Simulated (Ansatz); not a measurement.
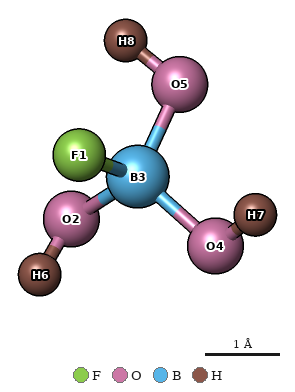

BH$_{3}$O$_{3}$F (charge −1), before the relaxation. The picture is a ball-and-stick view, seen at a tilt.

Method: Ansatz, RKS PBE0-D4/def2-TZVPD.

Input file:
```yaml
crystal:
  periodic: [false, false, false]
  atoms:
    - {symbol: F, position_ang: [0.508729, -0.406480, -1.366000]}
    - {symbol: O, position_ang: [-0.338917, -1.225278, 0.727046]}
    - {symbol: B, position_ang: [-0.001662, -0.001398, -0.014127]}
    - {symbol: O, position_ang: [-1.190064, 0.841242, -0.205416]}
    - {symbol: O, position_ang: [1.058908, 0.748617, 0.673437]}
    - {symbol: H, position_ang: [-0.954555, -1.732799, 0.175569]}
    - {symbol: H, position_ang: [-0.912133, 1.613516, -0.722554]}
    - {symbol: H, position_ang: [1.829793, 0.162681, 0.732245]}
basis:
  gaussian: {orbitals: def2-TZVPD}
total_charge: -1
hamiltonian: {xc: pbe0, dispersion: d4}
relax: {f_tol: 0.005, max_steps: 200}
```

Command:
```bash
ansatz run in.yaml --threads 4 --pin off --events-out ev --progress --plain --max-ram 9574MiB
```

Question: Where does the relaxation end?

Answer: After 6 accepted moves (7 points after the start) the energy has fallen by 0.64 kcal/mol. Largest force component: 0.6 eV/Å at the start, 0.0019 eV/Å at the end. The line search rejected the trial step at point 5 of the run. The largest move after the best rigid fit is that of H6, 0.036 Å. By element the largest moves are H 0.036 Å, F 0.033 Å, O 0.019 Å, B 0.010 Å. Some distances before and after: F1–B3 1.501 → 1.467 Å, O2–H6 0.970 → 0.958 Å, B3–O4 1.469 → 1.461 Å. The run took 10 s on 4 threads of AMD EPYC 9R45 96-Core (shared host).

The structure at the end:

```xyz
8

F     0.5122   -0.3835   -1.3426
O    -0.3310   -1.2252    0.7102
B     0.0067   -0.0052   -0.0183
O    -1.1782    0.8292   -0.1996
O     1.0544    0.7359    0.6792
H    -0.9733   -1.7023    0.1827
H    -0.9160    1.5832   -0.7299
H     1.8254    0.1681    0.7186
```
